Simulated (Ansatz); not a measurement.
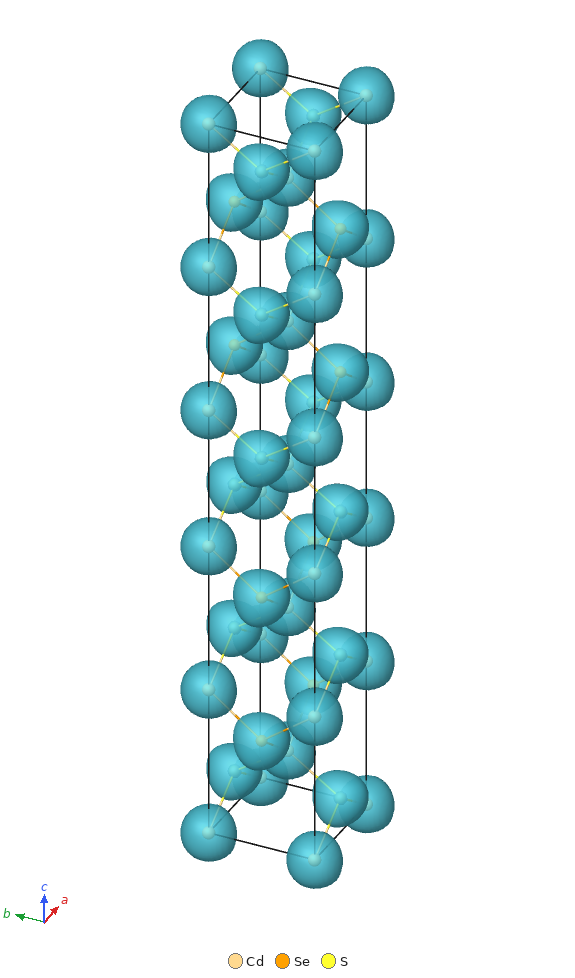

The picture shows: Cd$_{5}$Se$_{2}$S$_{3}$. Isosurface of the valence charge density (pseudo) at 0.5 e/Å³ (cyan), seen at an oblique angle. Sticks mark near contacts.

Space group I-4m2; a structure generated by program, which may or may not match a known phase.

Computed with Ansatz 0.2.0, DFT r2SCAN, scalar-relativistic, plane waves, PAW.

```
Cd Se S
1.0
     4.26760    0.00000    0.00000
     0.00000    4.26760    0.00000
     0.00000    0.00000   30.14604
Cd Se S
10 4 6
Direct
  0.50000 0.50000 0.09596
  0.00000 0.00000 0.59596
  0.00000 0.00000 0.20187
  0.50000 0.50000 0.70187
  0.50000 0.50000 0.29813
  0.00000 0.00000 0.79813
  0.00000 0.00000 0.40404
  0.50000 0.50000 0.90404
  0.00000 0.00000 0.00000
  0.50000 0.50000 0.50000
  0.00000 0.50000 0.35108
  0.50000 0.00000 0.85108
  0.00000 0.50000 0.14892
  0.50000 0.00000 0.64892
  0.50000 0.00000 0.25000
  0.00000 0.50000 0.75000
  0.50000 0.00000 0.45209
  0.00000 0.50000 0.95209
  0.50000 0.00000 0.04791
  0.00000 0.50000 0.54791
```

How is the density connected at this value?

At this value the density breaks into separate islands; it holds about 80 % of the electrons treated as valence (semicore included). It bridges none of the near contacts. It is pinched off along the sampled Cd–S (2.58 Å) and Cd–Se (2.66 Å) contacts. On the grid the lowest density along these lines, outside the cores, is 0.38 e/Å³ (Cd–S, 2.58 Å) and 0.35 e/Å³ (Cd–Se, 2.66 Å).
